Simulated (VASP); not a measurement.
Band structure of GeS$_{2}$ (relaxed from the 2H-MoS2 structure, space group P6_3/mmc). Calculation: PBEsol GGA, VASP's PBE PAW potentials (set 64) (plane waves; VASP).

Without a dispersion term in the relaxation, distances and binding between the weakly bound layers, chains or molecules are unreliable, and so is what depends on them.

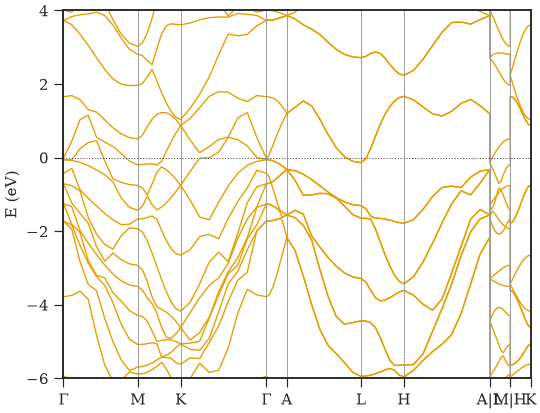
Figure: Bands along high-symmetry lines, zero at the valence-band maximum or, without a gap, the Fermi level

Problem. Read the plot: is there a gap, and where are the band edges?

Solution. It has no gap at this level: it comes out as a metal or semimetal. (Edges off the drawn lines would not show.)

The structure was generated: GeS2 was put into the 2H-MoS2 type (P6_3/mmc), which need not be its known phase. It was relaxed first, which changed the volume by +19 %.
